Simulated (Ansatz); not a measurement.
AlB$_{2}$H$_{6}$ (charge −1)

The calculation's input:

```
crystal:
  periodic: [false, false, false]
  atoms:
    - symbol: Al
      position_ang: [-2.418166, 0.382913, 1.616890]
    - symbol: B
      position_ang: [-0.478146, -0.090678, 0.837544]
    - symbol: B
      position_ang: [-1.615715, -0.189238, -0.286717]
    - symbol: H
      position_ang: [0.387881, -0.911936, 1.073501]
    - symbol: H
      position_ang: [-0.495870, 0.800886, 1.737232]
    - symbol: H
      position_ang: [-1.786067, -1.100172, -1.074949]
    - symbol: H
      position_ang: [-2.589853, 0.619368, -0.331826]
    - symbol: H
      position_ang: [-3.363576, -0.475549, 2.647716]
    - symbol: H
      position_ang: [-2.756467, 1.954054, 1.822124]
basis:
  gaussian: {orbitals: def2-TZVPD}
total_charge: -1
hamiltonian: {xc: {name: PBE0}}
output: {forces: true, orbitals: {seedname: orbitals}}
```

Run with:

```sh
ansatz run input.yaml --threads 2 --pin off --max-ram 4350MiB --events-out events.jsonl --progress --plain --runs-dir runs
```

Geometry: PBE0-D3(BJ)/def2-SVPD.

Computed with Ansatz 0.2.0, isolated molecule in a Gaussian basis; Kohn-Sham density functional theory, functional PBE0.

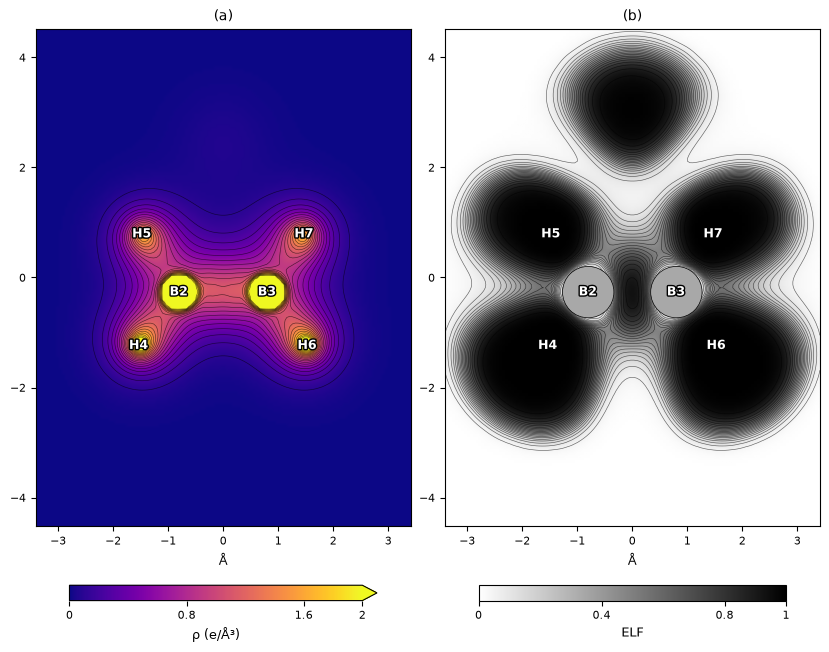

Figure 1. (a) total electron density; (b) electron localisation function on the plane of atoms B2, B3 and H6. Grey discs cover the atomic cores in the ELF map.

Describe what can be read from this map.

The section cuts through B and H sites. B–B (1.60 Å): ρ is about 1.1 e/Å³ halfway; the ELF peaks at about 0.95 between the atoms, as expected for localised, covalent bonding. B–H (1.22 Å): ρ at the midpoint is about 1.1 e/Å³; the ELF climbs to about 1 towards the hydrogen, as it does in any bond to H: an ordinary covalent bond to hydrogen.

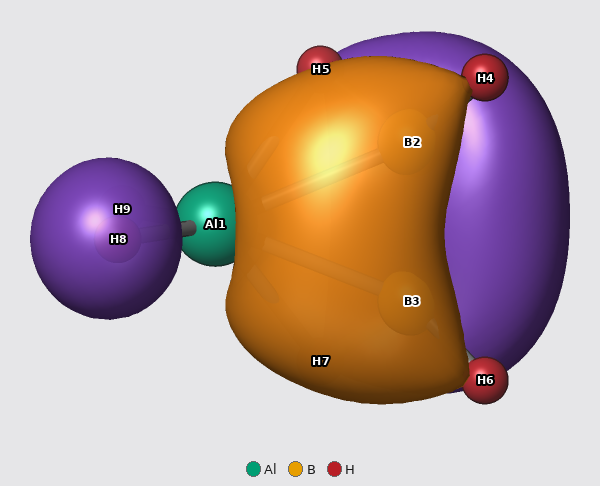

Figure 2. The HOMO at ±0.1 Å⁻³ᐟ² (orange and purple are the two phases), seen across its widest extent.

What is the character of this orbital?

By Hirshfeld shares it lies mainly on B2 (about 35 %), B3 (about 35 %), Al1 (about 15 %) and H8 (about 5 %). Its energy is −0.86 eV.

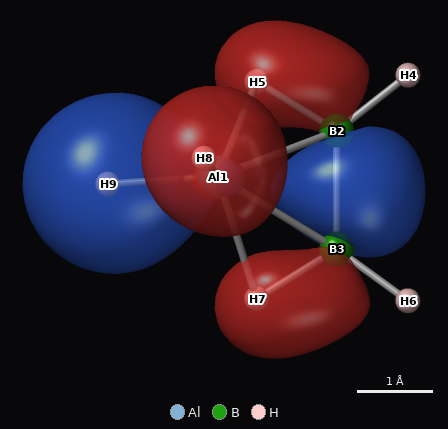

Figure 3. The HOMO−1 at ±0.1 Å⁻³ᐟ² (red and blue are the two phases), seen at a tilt.

Describe this orbital and give its energy.

It lies mainly on H9 (about 30 %), Al1 (about 20 %), B3 (about 15 %), B2 (about 15 %) and H8 (about 10 %). Its energy is −3.15 eV.
